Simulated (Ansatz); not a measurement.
Consider Nb$_{2}$B$_{4}$Pt.

Input

```
crystal:
  lattice:
    - [3.056384047, 0.0, 0.0]
    - [-1.5281920235, 2.6469062284, 0.0]
    - [0.0, 0.0, 8.8925255635]
  atoms:
    - { symbol: Nb, position: [0.0, 0.0, 0.1799951163] }
    - { symbol: Nb, position: [0.0, 0.0, 0.8200048837] }
    - { symbol: B, position: [0.3333333333, 0.6666666667, 0.3551972431] }
    - { symbol: B, position: [0.6666666667, 0.3333333333, 0.6448027569] }
    - { symbol: B, position: [0.6666666667, 0.3333333333, 0.0030094657] }
    - { symbol: B, position: [0.3333333333, 0.6666666667, 0.9969905343] }
    - { symbol: Pt, position: [0.0, 0.0, 0.5] }
basis:
  ecutwfc: 420
kpoints:
  mp_grid: { grid: [12, 12, 4] }
hamiltonian:
  xc: pbe
scf:
  occupations: { method: gaussian, width: 0.1 }
output:
  forces: true
  stress: true
  eigenvalues: true
  write_density: true
  write_potential: true
  elf: true
  volumetric_format: npy
relax:
  adjacent_minimum: "off"
  f_tol: 0.01
  max_steps: 30
  cell: { stress_tol: 0.1, fix: [volume] }
```

Run with:

```sh
ansatz run input.yaml --threads 1 --pin off --max-ram 2560MiB --backend cpu --events-out ev --progress --plain --runs-dir out
```

Below, planes, directions and counts refer to the conventional cell (a = 3.05 Å, b = 3.05 Å, c = 8.91 Å, α = 90.00°, β = 90.00°, γ = 120.00°).

The fields are those of the relaxed geometry.

Space group P-3m1; a structure from a database of computed crystals, not necessarily the ambient phase; a generated structure, not necessarily the stable one; changed on purpose from its base cell (volume × 0.94, shape and atoms relaxed); computed pressure about 18 GPa in this cell.

Computed with DFT PBE, scalar-relativistic, plane waves, PAW in Ansatz 0.2.0.

### What can the converged valence pseudo-density and electron localisation function tell about the bonding?

B–B (1.76 Å): the density is about 0.78 e/Å³ at the midpoint; the ELF peaks at about 0.80 between the atoms.
B–Pt (2.19 Å): ρ is about 0.73 e/Å³ halfway, with its minimum of 0.62 e/Å³ about 0.9 Å from B; the ELF peaks at about 0.70 in the valence shell of B, 0.7 Å from its nucleus, and is about 0.35 at the midpoint.
Nb–B (2.35 Å): the density is about 0.46 e/Å³ at the midpoint; the ELF peaks at about 0.75 in the valence shell of B, 0.7 Å from its nucleus, and is about 0.25 at the midpoint.
Nb–B (2.40 Å): ρ at the midpoint is about 0.42 e/Å³; the ELF peaks at about 0.60 in the valence shell of B, 0.8 Å from its nucleus, and is about 0.20 at the midpoint.

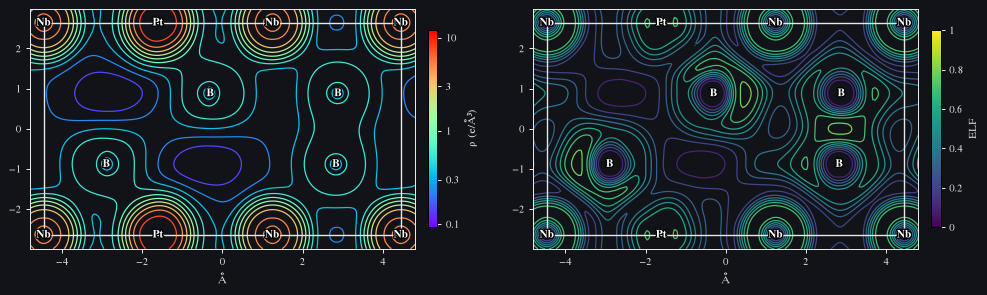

Computed valence pseudo-density and electron localisation function on the (110) plane of the conventional cell, in this order. 
